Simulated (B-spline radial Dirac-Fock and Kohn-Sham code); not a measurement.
**Internal conversion in Zr**

Wanted: how often a nuclear transition in Zr ejects an electron in place of a γ ray, by multipolarity.

Method: internal conversion coefficients: Dirac-Hartree-Slater potential of the neutral atom with a Latter tail, no hole, finite nucleus with surface currents; computed with B-spline radial Dirac-Fock and Kohn-Sham code, version 5.

## (1) What is computed

The free zirconium atom in the configuration [Kr] 4d2 5s2.

```yaml
nuclear_charge: 40
electrons: 40
mass_number: 90
nuclear_rms_radius: 4.2694 fm
```

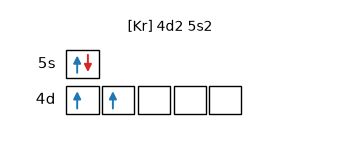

The shells outside the core; arrows follow Hund's rule for the drawing alone (heavy ions are jj-coupled), while the calculation averages over the configuration.

## (2) 21.10 keV

task.json holds this item:

```json
{
  "Z": 40,
  "q": 0,
  "cfg": [[1, 0, 2], [2, 0, 2], [2, 1, 6], [3, 0, 2], [3, 1, 6], [3, 2, 10], [4, 0, 2], [4, 1, 6], [4, 2, 2], [5, 0, 2]],
  "A": 90,
  "rrms": 4.2694,
  "tag": "ground",
  "do": "conversion",
  "edges": {"K": 17998.0, "L1": 2532.0, "L2": 2307.0, "L3": 2223.0, "M1": 430.3, "M2": 343.5, "M3": 329.8, "M4": 181.1, "M5": 178.8, "N1": 50.6, "N2": 28.5, "N3": 27.1},
  "gamma": [16.1, 21.1, 30.7, 50, 72.5, 118.0, 182.0, 273.0, 954.0, 2000.0]
}
```

Started as:

```
$ python xray2_run.py task.json out
```

This run: transition_energy = 21.1.

The program writes no log. Results of the run, from its result record (rounded, main fields):

```text
{
  "status": "converged",
  "shells": ["K", "L1", "L2", "L3", "M1", "M2", "M3", "M4", "M5", "N1", "N2", "N3", "N4", "N5", "O1"],
  "binding [eV]": [17998.0, 2532.0, 2307.0, 2223.0, 430.3, 343.5, 329.8, 181.1, 178.8, 59.2843, 37.9595, 36.0375, 6.09637, 5.93541, 5.87461],
  "E1": [7.863, 0.6428, 0.1686, 0.2886, 0.1103, 0.02783, 0.04775, 0.001712, 0.002404, 0.01779, 0.003797, 0.00649, 2.348e-05, 3.265e-05, 0.001575],
  "E2": [69.81, 7.214, 71.65, 117.0, 1.316, 12.72, 20.83, 0.1449, 0.191, 0.2147, 1.756, 2.862, 0.00199, 0.002595, 0.01903],
  "E3": [301.5, 19.3, 10350.0, 16490.0, 4.774, 1935.0, 3074.0, 66.31, 95.67, 0.8189, 269.1, 425.4, 0.9225, 1.319, 0.07312],
  "E4": [1104.0, 3108.0, 803800.0, 1265000.0, 542.1, 159800.0, 249000.0, 24510.0, 33100.0, 88.04, 22430.0, 34740.0, 343.1, 458.9, 7.803],
  "M1": [16.21, 1.767, 0.1331, 0.04279, 0.3107, 0.02388, 0.007585, 0.0002711, 0.0002012, 0.05032, 0.0033, 0.001041, 3.752e-06, 2.751e-06, 0.004457],
  "M2": [646.3, 127.7, 11.9, 47.01, 23.85, 2.231, 8.728, 0.07462, 0.01314, 3.902, 0.3103, 1.207, 0.001039, 0.0001803, 0.3462],
  "M3": [6484.0, 5501.0, 715.2, 12100.0, 1138.0, 142.3, 2372.0, 21.38, 22.54, 189.4, 19.98, 330.6, 0.2993, 0.3124, 16.84],
  "M4": [37040.0, 214600.0, 36970.0, 1146000.0, 49730.0, 7844.0, 246100.0, 3075.0, 12870.0, 8435.0, 1112.0, 34770.0, 43.29, 179.2, 752.2]
}
```

## (3) 50.00 keV

This run: transition_energy = 50.

The program writes no log. Results of the run, from its result record (rounded, main fields):

```text
{
  "status": "converged",
  "shells": ["K", "L1", "L2", "L3", "M1", "M2", "M3", "M4", "M5", "N1", "N2", "N3", "N4", "N5", "O1"],
  "binding [eV]": [17998.0, 2532.0, 2307.0, 2223.0, 430.3, 343.5, 329.8, 181.1, 178.8, 59.2843, 37.9595, 36.0375, 6.09637, 5.93541, 5.87461],
  "E1": [0.7437, 0.06732, 0.008148, 0.0133, 0.01159, 0.001425, 0.002331, 3.489e-05, 4.842e-05, 0.001871, 0.0001961, 0.0003194, 4.838e-07, 6.648e-07, 0.0001657],
  "E2": [9.573, 0.8096, 1.009, 1.5, 0.1392, 0.1821, 0.2712, 0.001254, 0.001582, 0.02246, 0.02517, 0.03734, 1.739e-05, 2.172e-05, 0.001989],
  "E3": [97.32, 6.998, 61.25, 86.54, 1.201, 11.3, 15.95, 0.1521, 0.2074, 0.1939, 1.568, 2.203, 0.002121, 0.002865, 0.01717],
  "E4": [954.0, 50.07, 2298.0, 3168.0, 8.692, 433.5, 594.9, 20.71, 25.87, 1.409, 60.35, 82.4, 0.2897, 0.3585, 0.1248],
  "M1": [1.283, 0.1401, 0.009133, 0.00301, 0.02466, 0.001661, 0.000542, 9.91e-06, 7.907e-06, 0.003994, 0.0002299, 7.459e-05, 1.379e-07, 1.088e-07, 0.0003539],
  "M2": [23.49, 3.43, 0.3635, 0.6712, 0.6246, 0.06719, 0.1246, 0.0009079, 0.0001875, 0.1018, 0.009325, 0.01722, 1.267e-05, 2.583e-06, 0.009025],
  "M3": [307.2, 66.67, 10.73, 56.97, 12.69, 2.024, 10.92, 0.0969, 0.05836, 2.084, 0.2818, 1.516, 0.001356, 0.0008088, 0.185],
  "M4": [3810.0, 1259.0, 278.3, 2418.0, 251.0, 53.65, 482.1, 6.099, 10.47, 41.55, 7.495, 67.38, 0.08553, 0.1455, 3.692]
}
```

## (4) 118.0 keV

This run: transition_energy = 118.0.

The program writes no log. Results of the run, from its result record (rounded, main fields):

```text
{
  "status": "converged",
  "shells": ["K", "L1", "L2", "L3", "M1", "M2", "M3", "M4", "M5", "N1", "N2", "N3", "N4", "N5", "O1"],
  "binding [eV]": [17998.0, 2532.0, 2307.0, 2223.0, 430.3, 343.5, 329.8, 181.1, 178.8, 59.2843, 37.9595, 36.0375, 6.09637, 5.93541, 5.87461],
  "E1": [0.06194, 0.006066, 0.0003677, 0.0005738, 0.001052, 6.625e-05, 0.0001035, 6.803e-07, 9.478e-07, 0.0001701, 9.156e-06, 1.424e-05, 9.478e-09, 1.308e-08, 1.506e-05],
  "E2": [0.5099, 0.04784, 0.01591, 0.02028, 0.008264, 0.002902, 0.003706, 1.102e-05, 1.299e-05, 0.001335, 0.0004019, 0.0005111, 1.536e-07, 1.792e-07, 0.0001182],
  "E3": [3.466, 0.3072, 0.4152, 0.4762, 0.0528, 0.07652, 0.08778, 0.0004005, 0.0004887, 0.008521, 0.01061, 0.01212, 5.592e-06, 6.759e-06, 0.0007544],
  "E4": [22.59, 1.861, 7.344, 8.022, 0.3183, 1.366, 1.489, 0.02102, 0.0225, 0.05134, 0.1898, 0.2058, 0.000294, 0.0003118, 0.004545],
  "M1": [0.1133, 0.01236, 0.0006383, 0.0002173, 0.002173, 0.0001169, 3.958e-05, 3.395e-07, 3e-07, 0.000352, 1.62e-05, 5.455e-06, 4.737e-09, 4.141e-09, 3.118e-05],
  "M2": [0.9901, 0.1235, 0.01164, 0.01081, 0.0221, 0.002147, 0.002005, 1.143e-05, 2.878e-06, 0.00359, 0.0002978, 0.0002771, 1.597e-07, 3.974e-08, 0.0003182],
  "M3": [7.64, 1.111, 0.1653, 0.3543, 0.2028, 0.03074, 0.06683, 0.0004882, 0.0001745, 0.03306, 0.004269, 0.009262, 6.828e-06, 2.418e-06, 0.002931],
  "M4": [58.4, 9.947, 2.087, 6.957, 1.852, 0.3913, 1.336, 0.0138, 0.01132, 0.303, 0.05443, 0.1857, 0.0001932, 0.0001571, 0.02688]
}
```

## (5) 273.0 keV

This run: transition_energy = 273.0.

The program writes no log. Results of the run, from its result record (rounded, main fields):

```text
{
  "status": "converged",
  "shells": ["K", "L1", "L2", "L3", "M1", "M2", "M3", "M4", "M5", "N1", "N2", "N3", "N4", "N5", "O1"],
  "binding [eV]": [17998.0, 2532.0, 2307.0, 2223.0, 430.3, 343.5, 329.8, 181.1, 178.8, 59.2843, 37.9595, 36.0375, 6.09637, 5.93541, 5.87461],
  "E1": [0.005577, 0.0005717, 1.897e-05, 2.925e-05, 9.973e-05, 3.465e-06, 5.346e-06, 1.621e-08, 2.406e-08, 1.613e-05, 4.799e-07, 7.373e-07, 2.263e-10, 3.327e-10, 1.429e-06],
  "E2": [0.02612, 0.002637, 0.0003339, 0.0003463, 0.0004592, 6.132e-05, 6.367e-05, 1.286e-07, 1.426e-07, 7.425e-05, 8.5e-06, 8.789e-06, 1.796e-09, 1.971e-09, 6.576e-06],
  "E3": [0.1055, 0.01049, 0.004043, 0.003359, 0.001824, 0.0007461, 0.0006203, 1.571e-06, 1.607e-06, 0.0002949, 0.0001035, 8.568e-05, 2.195e-08, 2.224e-08, 2.612e-05],
  "E4": [0.4084, 0.04003, 0.03546, 0.02654, 0.006955, 0.006573, 0.004917, 3.309e-05, 2.705e-05, 0.001124, 0.0009126, 0.0006796, 4.628e-07, 3.747e-07, 9.957e-05],
  "M1": [0.0124, 0.001342, 4.896e-05, 1.781e-05, 0.0002358, 9.004e-06, 3.264e-06, 1.246e-08, 1.321e-08, 3.818e-05, 1.248e-06, 4.504e-07, 1.74e-10, 1.827e-10, 3.383e-06],
  "M2": [0.05782, 0.006648, 0.000444, 0.0002303, 0.001177, 8.192e-05, 4.263e-05, 1.7e-07, 5.785e-08, 0.0001909, 1.136e-05, 5.89e-06, 2.376e-09, 7.999e-10, 1.692e-05],
  "M3": [0.2466, 0.03029, 0.003209, 0.003287, 0.005412, 0.0005942, 0.0006144, 3.174e-06, 7.648e-07, 0.000879, 8.248e-05, 8.502e-05, 4.439e-08, 1.059e-08, 7.79e-05],
  "M4": [1.043, 0.1371, 0.02075, 0.03244, 0.02473, 0.003858, 0.006117, 4.336e-05, 1.893e-05, 0.004023, 0.0005358, 0.0008477, 6.067e-07, 2.625e-07, 0.0003566]
}
```

## (6) 2000 keV

This run: transition_energy = 2000.0.

The program writes no log. Results of the run, from its result record (rounded, main fields):

```text
{
  "status": "converged",
  "shells": ["K", "L1", "L2", "L3", "M1", "M2", "M3", "M4", "M5", "N1", "N2", "N3", "N4", "N5", "O1"],
  "binding [eV]": [17998.0, 2532.0, 2307.0, 2223.0, 430.3, 343.5, 329.8, 181.1, 178.8, 59.2843, 37.9595, 36.0375, 6.09637, 5.93541, 5.87461],
  "E1": [7.87e-05, 8.272e-06, 5.431e-08, 1.357e-07, 1.447e-06, 1e-08, 2.499e-08, 9.051e-12, 3.886e-11, 2.343e-07, 1.388e-09, 3.451e-09, 1.268e-13, 5.375e-13, 2.075e-08],
  "E2": [0.0001444, 1.528e-05, 1.941e-07, 2.09e-07, 2.676e-06, 3.579e-08, 3.852e-08, 1.926e-11, 5.012e-11, 4.333e-07, 4.965e-09, 5.319e-09, 2.696e-13, 6.935e-13, 3.838e-08],
  "E3": [0.0002413, 2.572e-05, 5.811e-07, 3.336e-07, 4.51e-06, 1.073e-07, 6.155e-08, 3.985e-11, 6.958e-11, 7.302e-07, 1.488e-08, 8.501e-09, 5.576e-13, 9.63e-13, 6.469e-08],
  "E4": [0.0003848, 4.134e-05, 1.476e-06, 5.687e-07, 7.255e-06, 2.728e-07, 1.05e-07, 1.05e-10, 1.061e-10, 1.175e-06, 3.785e-08, 1.451e-08, 1.47e-12, 1.469e-12, 1.041e-07],
  "M1": [0.0001477, 1.571e-05, 1.61e-07, 1.328e-07, 2.754e-06, 2.969e-08, 2.446e-08, 9.328e-12, 3.773e-11, 4.459e-07, 4.119e-09, 3.377e-09, 1.307e-13, 5.219e-13, 3.95e-08],
  "M2": [0.0002776, 2.982e-05, 4.678e-07, 1.819e-07, 5.234e-06, 8.632e-08, 3.352e-08, 2.065e-11, 4.651e-11, 8.476e-07, 1.198e-08, 4.629e-09, 2.891e-13, 6.435e-13, 7.509e-08],
  "M3": [0.0004619, 5.009e-05, 1.098e-06, 3.213e-07, 8.803e-06, 2.028e-07, 5.936e-08, 6.705e-11, 6.342e-11, 1.426e-06, 2.814e-08, 8.2e-09, 9.381e-13, 8.777e-13, 1.263e-07],
  "M4": [0.0007322, 8.019e-05, 2.328e-06, 7.327e-07, 1.411e-05, 4.304e-07, 1.358e-07, 2.361e-10, 1.014e-10, 2.286e-06, 5.972e-08, 1.877e-08, 3.303e-12, 1.403e-12, 2.025e-07]
}
```

## (7) Collected

Total coefficients, summed over the shells:

```
energy (keV)        E1        M1        E2        M2        E3        M3  deepest shell
       21.10      9.18      18.6       306       874     33000     29100              K
       50.00     0.850      1.47      13.6      28.9       285       471              K
       118.0    0.0704     0.129     0.611      1.17      4.91      9.62              K
       273.0   0.00632    0.0141    0.0301    0.0667     0.127     0.291              K
        2000  8.89e-05  1.67e-04  1.63e-04  3.14e-04  2.73e-04  5.24e-04              K
```

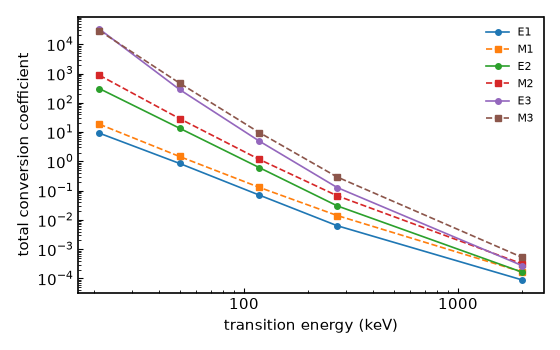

Total conversion coefficients by multipolarity.

Subshell ratios at 118.0 keV, which tell multipoles apart:

```
multipole  L1/L2  L1/L3   K/L
       E1   16.5   10.6  8.84
       M1   19.4   56.8  8.57
       E2   3.01   2.36  6.07
       M2   10.6   11.4  6.78
       E3  0.740  0.645  2.89
       M3   6.72   3.14  4.69
```

## (8) What came out

| quantity | value |
| --- | --- |
| E1, M1, E2 at 118.0 keV | 0.0704, 0.129, 0.611 |
| share of decays by electrons for M1 there | 11.4 % |

**Reading.** At 118.0 keV conversion outweighs γ emission for M2, E3 and M3. From 21.10 to 2000 keV the M1 coefficient goes as energy to the power -2.6. L1/L3 is 56.8 for M1 and 2.36 for E2, so the L lines reveal the mixture. Pair formation and nuclear penetration beyond the surface-current model are left out.
